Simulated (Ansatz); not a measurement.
## Electronic structure of FH$_{3}$Si···PH$_{3}$ in real space

Input

```
crystal:
  periodic: [false, false, false]
  atoms:
    - { symbol: Si, position_ang: [0.315122, -0.015398, -0.106322] }
    - { symbol: F, position_ang: [0.554181, -0.094431, 1.485857] }
    - { symbol: H, position_ang: [1.63811, 0.226581, -0.74943] }
    - { symbol: H, position_ang: [-0.612647, 1.107857, -0.403558] }
    - { symbol: H, position_ang: [-0.254525, -1.308517, -0.571809] }
    - { symbol: P, position_ang: [-2.812598, 0.213868, 1.17931] }
    - { symbol: H, position_ang: [-2.773087, -0.976947, 0.389668] }
    - { symbol: H, position_ang: [-3.541333, -0.426844, 2.227879] }
    - { symbol: H, position_ang: [-1.551823, -0.038269, 1.792506] }
basis:
  gaussian: { orbitals: def2-SVP }
hamiltonian:
  xc: pbe0
relax:
  f_tol: 0.03
  max_steps: 50
output:
  orbitals: {}
```

Run with:

```sh
ansatz run input.yaml --threads 1 --pin off --max-ram 2048MiB --backend cpu --events-out ev --progress --plain --runs-dir out
```

The fields are those of the run's last geometry, not of the input's.

These are results of RKS PBE0/def2-SVP in Ansatz, not measurements.

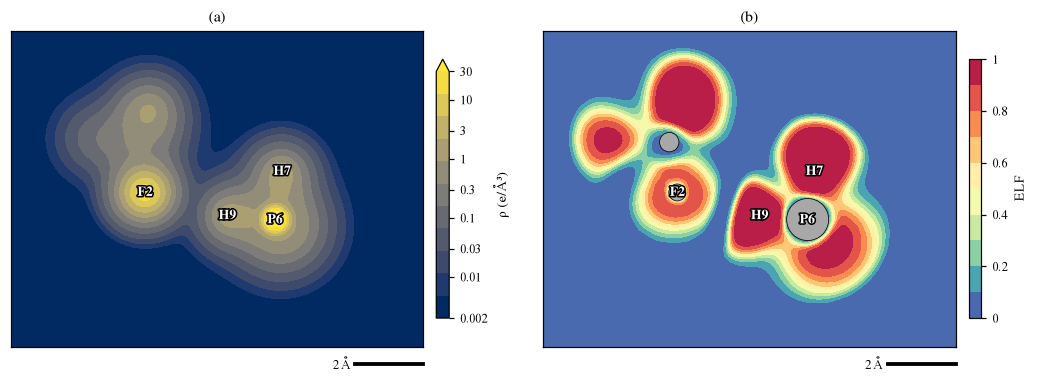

Figure 1. (a) electron density; (b) ELF on the plane of atoms H7, P6 and H9. Grey discs cover the atomic cores in the ELF map.

**Read the bonding off the picture.**

The plane passes through F, P and H nuclei.
F2···H9 (2.52 Å): the density falls to about 0.05 e/Å³ on the way; the ELF dips to about 0 between them; a non-bonded, intermolecular contact.
P–H (1.43 Å): ρ at the midpoint is about 1 e/Å³; the ELF climbs to about 1 towards the hydrogen, as it does in any bond to H.
The ELF also peaks beside P6 and F2, away from the bonds: lone-pair regions.

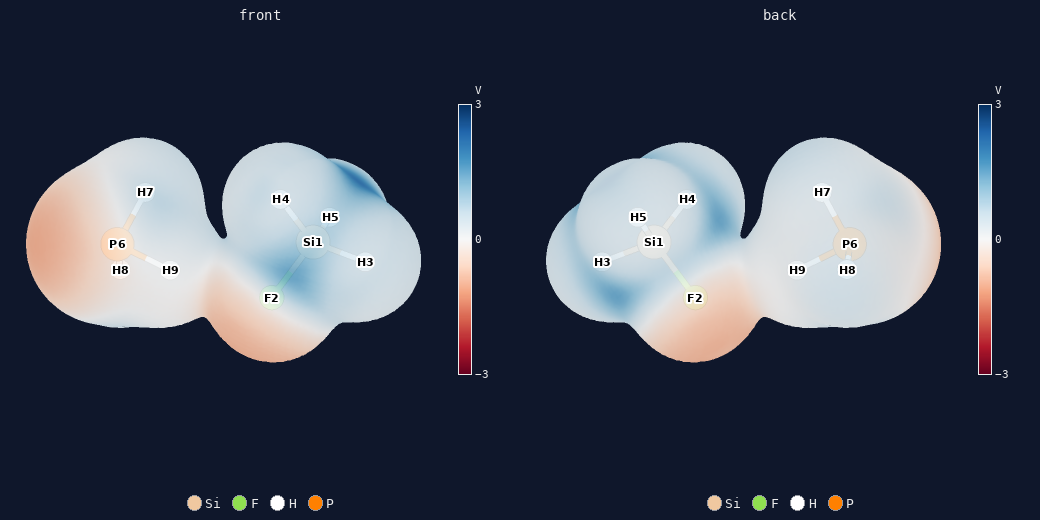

Figure 2. The electrostatic potential painted on the density surface at 0.002 e/bohr³, seen from the front and from behind; the colour scale runs from red (negative) to blue (positive).

**Where is the surface potential most negative and most positive?**

The most negative region (about −1.1 V) lies over P6, the most positive (about +2.0 V) over Si1.

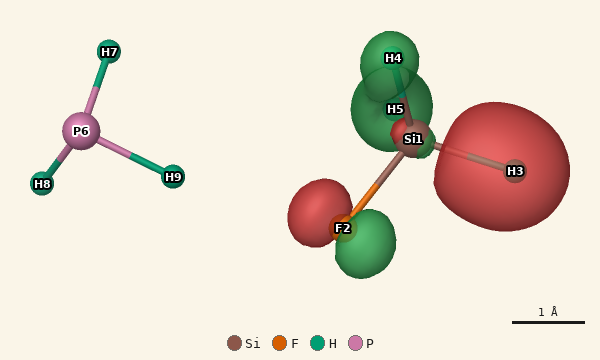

Figure 3. The HOMO−1 at ±0.2 Å⁻³ᐟ² (green and red are the two phases), seen across its widest extent.

**Where does this orbital lie, and at what energy?**

By Hirshfeld shares it lies mainly on Si1 (about 35 %), H3 (about 30 %), F2 (about 15 %), H5 (about 10 %) and H4 (about 5 %). Its energy is −9.83 eV.
